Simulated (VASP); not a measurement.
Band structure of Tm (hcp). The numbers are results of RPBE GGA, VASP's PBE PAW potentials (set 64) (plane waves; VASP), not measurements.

The 4f electrons are frozen in the core of the lanthanide potential, so 4f levels, which can set the real gap, and their magnetism are missing.

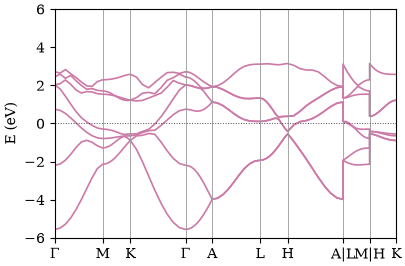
Fig. 1. Bands along high-symmetry lines, zero at the valence-band maximum or, without a gap, the Fermi level

Problem. Read the plot: is there a gap, and where are the band edges?

Solution. It has no gap at this level: it comes out as a metal or semimetal. (Edges off the drawn lines would not show.)

The compound is Tm in the hcp structure. It was relaxed first.
